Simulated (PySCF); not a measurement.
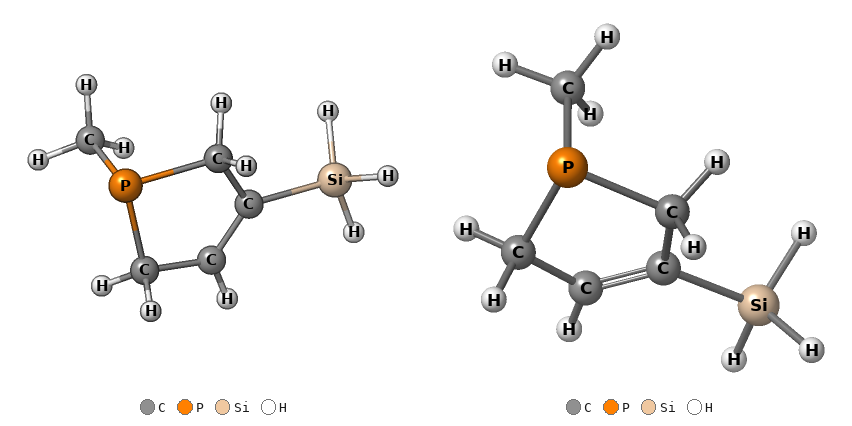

The same structure drawn twice, from different directions.

The computed structure is the end point of a GFN2-xTB optimisation. No frequency run is at hand to confirm it as a minimum.

What does the picture show?

Formula C5H11PSi. Its SMILES string is `CP1CC=C([SiH3])C1`. Independent rings (smallest set): 1 of 5 members. Among its groups: alkene, Si–H bond. The point group is C1. Coordination: 3 C tetrahedral; 1 P trigonal pyramidal; 2 C trigonal planar; 1 Si tetrahedral.

The parts below concern this one geometry. Atoms keep their numbers from picture to picture.

Geometry

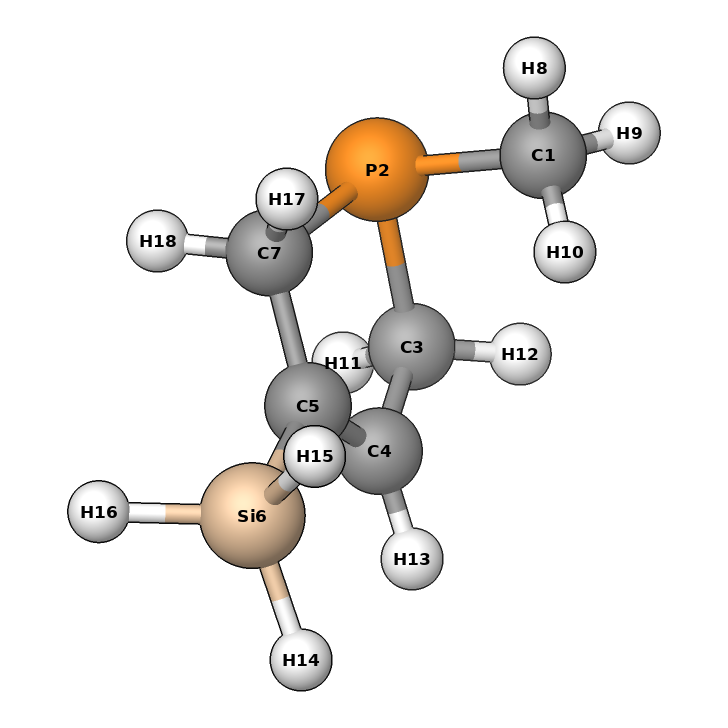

Numbered structure. No frequency run is at hand to confirm it as a minimum.

List the bonds and their lengths. Leave out bonds to hydrogen.

```csv
bond,length (Å),order
C1–P2,1.854,single
P2–C3,1.869,single
P2–C7,1.869,single
C3–C4,1.497,single
C4–C5,1.328,double
C5–Si6,1.877,single
C5–C7,1.504,single
```

Charges

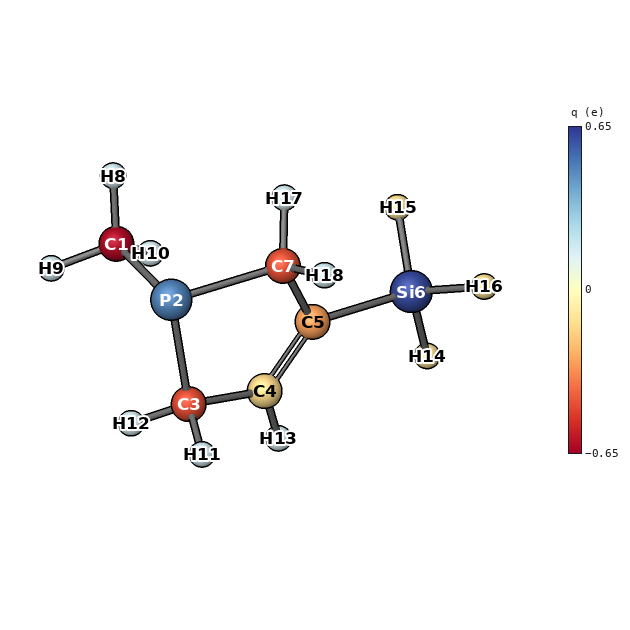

Atoms are coloured by their IAO charges. No frequency run is at hand to confirm it as a minimum. Properties computed with PBE0/pcSseg-1, gas phase (PySCF 2.14.0).

Give the IAO charges atom by atom.

```csv
atom,value (e)
C1,−0.61
P2,0.48
C3,−0.45
C4,−0.14
C5,−0.28
Si6,0.60
C7,−0.44
H8,0.15
H9,0.15
H10,0.14
H11,0.16
H12,0.15
H13,0.15
H14,−0.12
H15,−0.12
H16,−0.12
H17,0.15
H18,0.16
```

Electronic properties

No frequency run is at hand to confirm it as a minimum. Method: PBE0/def2-SVPD, gas phase (PySCF 2.14.0). Excitations: vertical, linear response.

Predict the main results.

- dipole moment: 0.93 D
- HOMO energy (Kohn–Sham orbital): −6.62 eV
- LUMO energy (Kohn–Sham orbital): −0.21 eV
- HOMO–LUMO gap: 6.41 eV
- mean static polarisability: 109.5 bohr³
- lowest vertical singlet excitation: 5.21 eV
- its oscillator strength: 0.001
- brightest of the 6 lowest singlets: 6.61 eV
- its oscillator strength: 0.16

NMR shielding

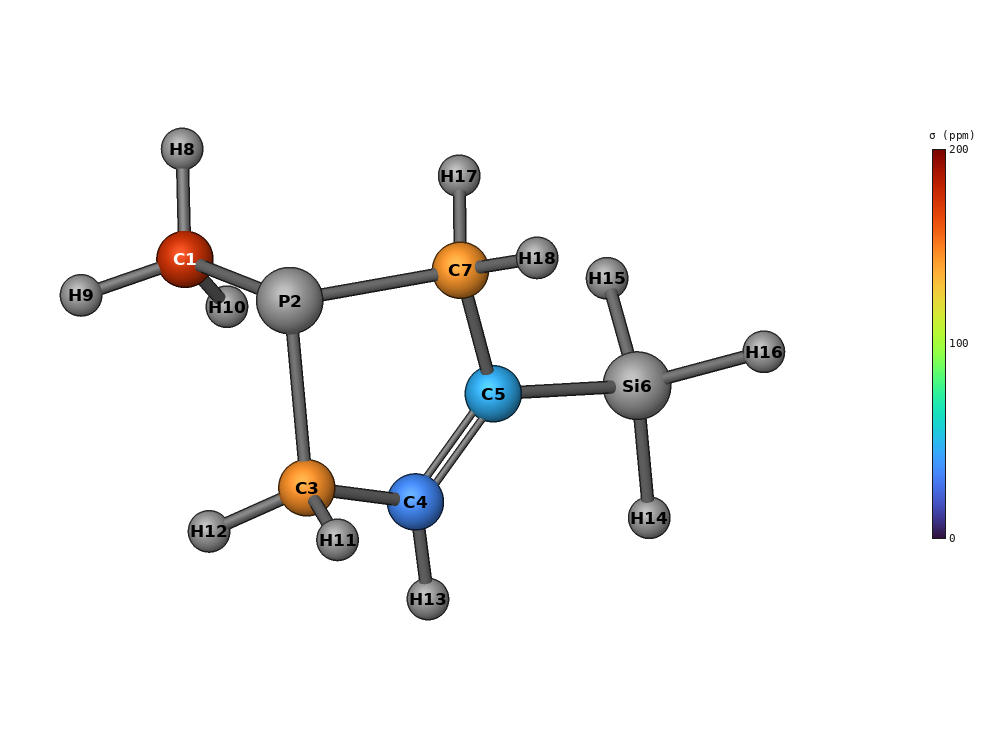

Atoms are coloured by their isotropic NMR shieldings (C only, the others grey). No frequency run is at hand to confirm it as a minimum. Properties computed with GIAO PBE0/pcSseg-1 NMR shielding, non-relativistic, gas phase (PySCF 2.14.0).

Which C atom is the most shielded (lowest chemical shift)?

C1 (173.0 ppm).

Which C atom is the least shielded (highest chemical shift)?

C4 (35.6 ppm).

How wide is the range of C shifts?

137.4 ppm.

Give the isotropic NMR shieldings of the C atoms atom by atom.

```
atom  σ (ppm)
  C1    173.0
  C3    144.7
  C4     35.6
  C5     46.6
  C7    143.6
```

The geometry is semi-empirical. Around P, Si such bond lengths and angles can be off by a tenth of an ångström or more and by several degrees, and values that hang on the shape move with them.
